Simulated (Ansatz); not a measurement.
# Si2NH7 (SMILES [SiH3]N[SiH3]): BCCD(T)/3-21G (start density atoms)

Aim: the energy change on altering one bond length of Si2NH7 at BCCD(T)/3-21G (start density atoms), from 2 runs. 

The results are computed with Ansatz 0.2.0.

8 further runs of the same task are left out: 2 for a known fault of the program, 1 that didn't finish, 5 set aside as unsound or not needed. Runs told in other sessions of the task aren't counted.

## (1) The structure to begin with

Si2NH7: 10 atoms, total charge 0, spin state singlet. As SMILES, `[SiH3]N[SiH3]`. The coordinates come from a PBE0-D4/def2-TZVP relaxation.

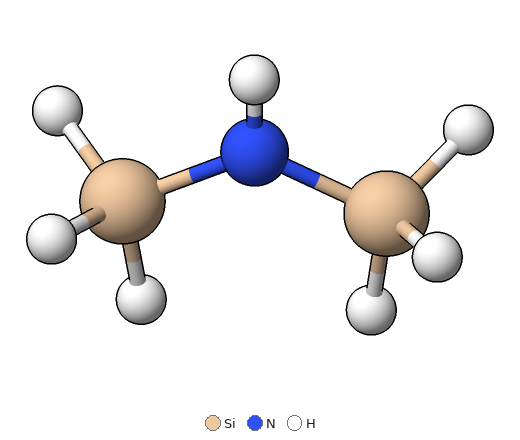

The structure, seen from a chosen angle (silicon light orange, nitrogen blue, hydrogen white).

## (2) Energy and forces at BCCD(T)/3-21G (start density atoms)

The input, in.yaml:

```yaml
crystal:
  periodic: [false, false, false]
  atoms:
    - symbol: Si
      position_ang: [-1.042800, 0.758390, -0.879990]
    - symbol: "N"
      position_ang: [0.119990, 0.500410, 0.368670]
    - symbol: Si
      position_ang: [0.995830, -0.935260, 0.755390]
    - symbol: H
      position_ang: [-1.373610, -0.567260, -1.458240]
    - symbol: H
      position_ang: [-0.532280, 1.645360, -1.962590]
    - symbol: H
      position_ang: [-2.274280, 1.393560, -0.336440]
    - symbol: H
      position_ang: [0.361990, 1.317290, 0.912940]
    - symbol: H
      position_ang: [0.403090, -2.042290, -0.034740]
    - symbol: H
      position_ang: [0.897240, -1.243020, 2.208320]
    - symbol: H
      position_ang: [2.444830, -0.827180, 0.426680]
basis:
  gaussian: {orbitals: 3-21G.json}
correlation: {method: bccd_t, electrons: all, diis_vectors: 12}
output: {forces: true, orbitals: {seedname: orbitals}}
```

The basis set 3-21G is read from a file made from the Basis Set Exchange's data (not shown).

Started as:

```console
$ ansatz run in.yaml --threads 1 --pin off --max-ram 3480MiB --events-out events.jsonl --progress --plain --runs-dir runs
```

What it wrote, cut to the lines that bear on the results:

```text
Warning: RAYON_NUM_THREADS=1 ignored (pool sized by the plan → 1); use --threads N
Functional definition: HF
  name "HF"
[...]
563 factors; integrals over basis functions are off by at most 7.5e-4 eV
[...]
mean field -17225.52565990 eV, -633.0263921207 hartree, gradient 1.3e-6 eV, S^2 0.000000; 0 other end points of the search recorded, 0 dependent functions left out
reference -17225.52565990 eV, -633.0263921207 hartree; 21, 21 occupied and 28, 28 virtual orbitals, 563 factors
second order -6.29220018 eV of doubles, -0.00000000 eV of singles
cycle   1  -6.92771427 eV  change   -6.4e-1 eV  update   8.0e-2
[...]
cycle   9  -7.32469879 eV  change   -3.0e-6 eV  update   3.9e-6
perturbative correction -0.17153084 eV, -0.0063036421 hartree
[...]
Total energy: -17233.02188953 eV, -633.3018734784 hartree
Atom 0 at    -1.042800     0.758390    -0.879990 Å, force    -0.690064     0.343681    -0.699745 eV/Å
Atom 1 at     0.119990     0.500410     0.368670 Å, force     0.125673     0.489071     0.349859 eV/Å
Atom 2 at     0.995830    -0.935260     0.755390 Å, force     0.626664    -0.750433     0.357361 eV/Å
Atom 3 at    -1.373610    -0.567260    -1.458240 Å, force    -0.119795    -0.355838    -0.180854 eV/Å
Atom 4 at    -0.532280     1.645360    -1.962590 Å, force     0.063906     0.229687    -0.393779 eV/Å
Atom 5 at    -2.274280     1.393560    -0.336440 Å, force    -0.416598     0.155319     0.078510 eV/Å
Atom 6 at     0.361990     1.317290     0.912940 Å, force     0.115694     0.496315     0.369954 eV/Å
Atom 7 at     0.403090    -2.042290    -0.034740 Å, force    -0.145897    -0.333808    -0.202278 eV/Å
Atom 8 at     0.897240    -1.243020     2.208320 Å, force    -0.003205    -0.188609     0.410210 eV/Å
Atom 9 at     2.444830    -0.827180     0.426680 Å, force     0.443624    -0.085385    -0.089238 eV/Å
Dipole moment:     0.044508     0.143744     0.093387 e Å
```

Wall time 9.6 s (1 thread of Arm Neoverse V2, shared host); peak memory 0.28 GiB.

## (3) The distorted shape

The input, in.yaml:

```yaml
crystal:
  periodic: [false, false, false]
  atoms:
    - symbol: Si
      position_ang: [-1.023084, 0.819937, -1.170553]
    - symbol: "N"
      position_ang: [0.139706, 0.561957, 0.078107]
    - symbol: Si
      position_ang: [1.015546, -0.873713, 0.464827]
    - symbol: H
      position_ang: [-1.353894, -0.505713, -1.748803]
    - symbol: H
      position_ang: [-0.512564, 1.706907, -2.253153]
    - symbol: H
      position_ang: [-2.254564, 1.455107, -0.627003]
    - symbol: H
      position_ang: [0.381706, 1.378837, 0.622377]
    - symbol: H
      position_ang: [0.422806, -1.980743, -0.325303]
    - symbol: H
      position_ang: [0.897240, -1.243020, 2.208320]
    - symbol: H
      position_ang: [2.464546, -0.765633, 0.136117]
basis:
  gaussian: {orbitals: 3-21G.json}
correlation: {method: bccd_t, electrons: all, diis_vectors: 12}
output: {forces: true, orbitals: {seedname: orbitals}}
```

The basis set 3-21G is read from a file made from the Basis Set Exchange's data (not shown).

Started as:

```console
$ ansatz run in.yaml --threads 1 --pin off --max-ram 3480MiB --events-out events.jsonl --progress --plain --runs-dir runs
```

What it wrote, cut to the lines that bear on the results:

```text
Warning: RAYON_NUM_THREADS=1 ignored (pool sized by the plan → 1); use --threads N
Functional definition: HF
  name "HF"
[...]
563 factors; integrals over basis functions are off by at most 7.5e-4 eV
[...]
mean field -17224.99823495 eV, -633.0070096112 hartree, gradient 2.9e-6 eV, S^2 0.000000; 0 other end points of the search recorded, 0 dependent functions left out
reference -17224.99823495 eV, -633.0070096112 hartree; 21, 21 occupied and 28, 28 virtual orbitals, 563 factors
second order -6.37082195 eV of doubles, -0.00000000 eV of singles
cycle   1  -7.03040485 eV  change   -6.6e-1 eV  update   8.4e-2
[...]
cycle   9  -7.45856838 eV  change   -6.2e-6 eV  update   5.9e-6
perturbative correction -0.18120222 eV, -0.0066590588 hartree
[...]
Total energy: -17232.63800555 eV, -633.2877660023 hartree
Atom 0 at    -1.023084     0.819937    -1.170553 Å, force    -0.781013     0.339478    -0.732126 eV/Å
Atom 1 at     0.139706     0.561957     0.078107 Å, force     0.247944     0.404875     0.465699 eV/Å
Atom 2 at     1.015546    -0.873713     0.464827 Å, force     0.425421    -1.219687     2.708691 eV/Å
Atom 3 at    -1.353894    -0.505713    -1.748803 Å, force    -0.112559    -0.357219    -0.176451 eV/Å
Atom 4 at    -0.512564     1.706907    -2.253153 Å, force     0.081286     0.221404    -0.376773 eV/Å
Atom 5 at    -2.254564     1.455107    -0.627003 Å, force    -0.406560     0.149785     0.080401 eV/Å
Atom 6 at     0.381706     1.378837     0.622377 Å, force     0.119756     0.490760     0.375525 eV/Å
Atom 7 at     0.422806    -1.980743    -0.325303 Å, force    -0.157426    -0.339957    -0.119061 eV/Å
Atom 8 at     0.897240    -1.243020     2.208320 Å, force     0.184363     0.407227    -2.274163 eV/Å
Atom 9 at     2.464546    -0.765633     0.136117 Å, force     0.398788    -0.096664     0.048257 eV/Å
Dipole moment:     0.036641     0.178250    -0.009670 e Å
```

Run time: 9.6 s. Hardware: 1 thread of Arm Neoverse V2, shared host; peak memory 0.28 GiB.

## (4) Summary of results

Level: BCCD(T)/3-21G (start density atoms).

```
                                                          quantity          value
                                         first shape: total energy  -633.30187 Eh
                   first shape: dipole moment (correlated density)         0.85 D
                  first shape: HOMO energy (Hartree–Fock orbitals)      -10.36 eV
                  first shape: LUMO energy (Hartree–Fock orbitals)        4.15 eV
                first shape: HOMO–LUMO gap (Hartree–Fock orbitals)       14.51 eV
                                   first shape: correlation energy     -275.5 mEh
                                       first shape: (T) correction      -6.30 mEh
                             first shape: largest force on an atom     1.041 eV/Å
                                     distorted shape: total energy  -633.28777 Eh
               distorted shape: dipole moment (correlated density)         0.88 D
              distorted shape: HOMO energy (Hartree–Fock orbitals)      -10.30 eV
              distorted shape: LUMO energy (Hartree–Fock orbitals)        4.07 eV
            distorted shape: HOMO–LUMO gap (Hartree–Fock orbitals)       14.37 eV
                               distorted shape: correlation energy     -280.8 mEh
                                   distorted shape: (T) correction      -6.66 mEh
                         distorted shape: largest force on an atom     3.001 eV/Å
energy change with the Si3–H9 bond stretched from 1.488 to 1.786 Å       0.384 eV
```

In words: With the Si3–H9 bond stretched from 1.488 to 1.786 Å the energy rises by 0.38 eV (8.9 kcal/mol). The first shape isn't relaxed at this level, so the change isn't measured from a minimum. The largest force (first shape) is 1.04 eV/Å: the shape isn't a stationary point for this species at this level. Mulliken charges (first shape) run from -1.12 on N2 to +0.94 on Si3; they depend strongly on the basis. The triples (first shape) make up 2.3 % of the correlation energy. Mulliken charges (distorted shape) run from -1.12 on N2 to +0.94 on Si1. The triples (distorted shape) make up 2.4 % of the correlation energy.
